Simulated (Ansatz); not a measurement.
**Correcting a cheap level on S-containing molecules**

The atomisation enthalpy at 298 K in kJ/mol of 8 S-containing molecules: x at wB97X-V/def2-TZVPP, y from tabulated heats of molecules and atoms (CRC Handbook of Chemistry and Physics, NIST-JANAF tables). Shapes, held fixed at every level: PBE0-D4/def2-TZVP. Flexible molecules stand in one conformer, not always the lowest. Computed values hold a harmonic thermal term (PBE0-D4/def2-TZVP) and the atoms' spin-orbit lowering. Programs: Ansatz 0.2.0.

| molecule | x (kJ/mol) | y (kJ/mol) |
| --- | --- | --- |
| HBS (hydrogen boron sulfide) | 1017 | 1015 |
| S2F2 (Difluorodisulfane) | 1038 | ? |
| SO2 (sulfur dioxide) | 1052 | 1072 |
| SF4 (sulfur tetrafluoride) | 1368 | 1358 |
| SO2F2 (sulfuryl fluoride) | 1690 | 1693 |
| CH4S (methanethiol) | 1894 | 1889 |
| SF6 (sulfur hexafluoride) | 1973 | 1974 |
| P4S3 (tetraphosphorus trisulfide) | 2249 | 2248 |

Task: Fit y = c + s·x to the known rows and predict y for S2F2.

Result: 
1. Means of the 7 rows: x = 1606.14, y = 1607.0.
2. Σ(Δx)² = 1348619, Σ(Δx·Δy) = 1339632, so the slope is 1339632/1348619 = 0.99334.
3. Intercept: 1607.0 − (0.99334) × 1606.14 = 11.6. The largest residual of the fit is 15.
4. S2F2: 11.6 + 0.99334 × 1038 = 1043 kJ/mol.

The tabulated heats give 1049 kJ/mol, so the prediction is off by -6 kJ/mol, within the largest residual. Uncorrected, wB97X-V/def2-TZVPP misses it by -11 kJ/mol, and the other rows by 6 on average. With references in doubt, neither the misses nor the line can be laid on the level alone. Left out in turn, the other rows are missed by 10 kJ/mol on average, worse than no correction. The heats of SF4, SO2F2 come from older tables and can be uncertain by 10 kJ/mol or more. The tabulated values of HBS, S2F2, P4S3 are in doubt (older tables, estimates, or at odds with other calculations) and kept here.

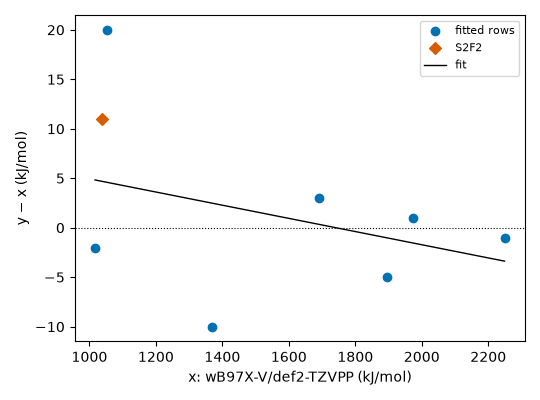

The correction y − x against x, with the fitted line and the withheld molecule.
